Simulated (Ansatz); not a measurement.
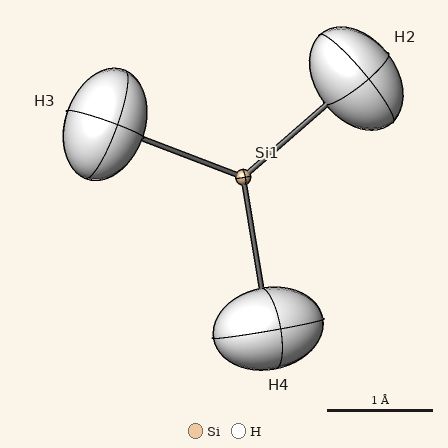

Displacement ellipsoids at the 50 % level, enlarged 3 times, from the internal vibrations of the free molecule (harmonic, no overall translation or rotation; no half-axis is drawn under 0.075 Å). Charge +1, singlet. Vibrations computed with RKS PBE0-D4/def2-TZVP (Ansatz 0.2.0). Temperature: 600 K.

Give the displacement parameters, one line for each set of equivalent atoms.

```tsv
atom	U_eq (Å²)	rms amplitudes (Å)
Si1	0.00006	0.007, 0.007, 0.010
H2, H3, H4	0.0097	0.084, 0.089, 0.119
```
